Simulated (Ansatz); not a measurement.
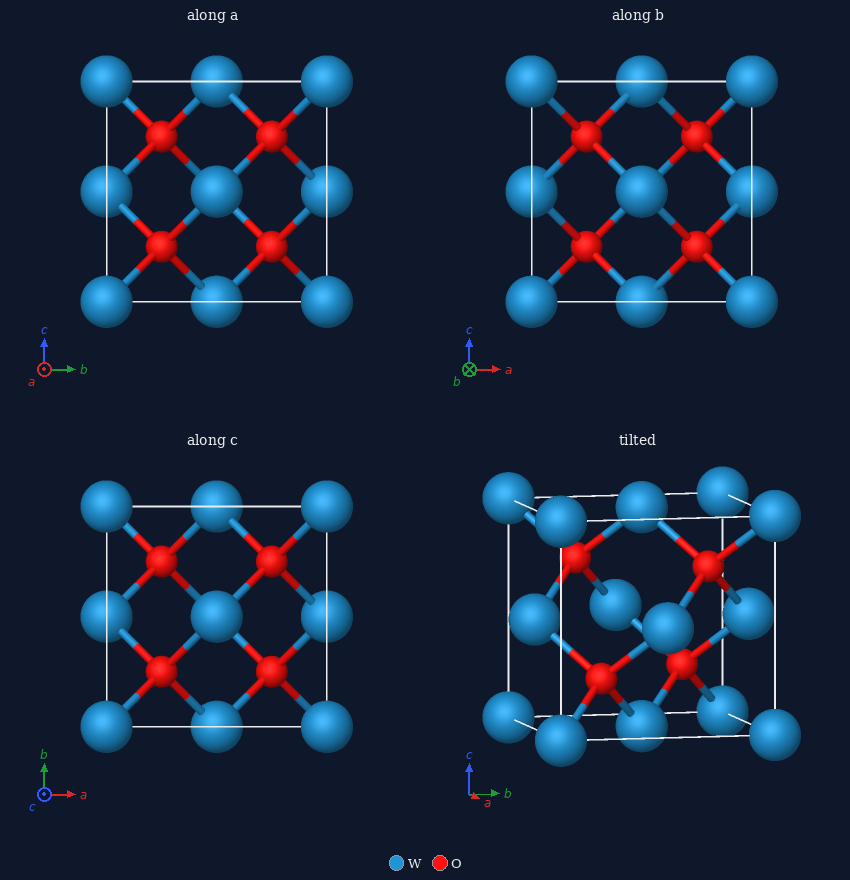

Ball-and-stick drawing of the structure, looking along the a axis, along the b axis, along the c axis and slightly off an axis. The lines enclose the conventional unit cell; boundary atoms appear with their images.

Lattice parameters: a = 4.5891 Å, b = 4.5891 Å, c = 4.5891 Å, α = 90.000°, β = 90.000°, γ = 90.000°.

### Set out the cell and atoms as a CIF with its space group and independent sites.

```cif
data_structure
_symmetry_space_group_name_H-M 'F -4 3 m'
_symmetry_Int_Tables_number 216
_cell_length_a 4.5891
_cell_length_b 4.5891
_cell_length_c 4.5891
_cell_angle_alpha 90.000
_cell_angle_beta 90.000
_cell_angle_gamma 90.000
_cell_volume 96.65
loop_
_atom_site_label
_atom_site_type_symbol
_atom_site_symmetry_multiplicity
_atom_site_Wyckoff_symbol
_atom_site_fract_x
_atom_site_fract_y
_atom_site_fract_z
_atom_site_occupancy
W1 W 4 a 0.0000 0.0000 0.0000 1
O1 O 4 d 0.2500 0.2500 0.7500 1
```

The model was built from a structure type filled with these elements by a generator (whether the compound takes this form wasn't checked). Earlier steps of the study may have refined or changed the cell and positions. It was the input of a calculation with Ansatz.

At this level of theory the cell isn't at rest (compressed, at 43 GPa), so its distances can differ from those at equilibrium, the more so the softer the solid.
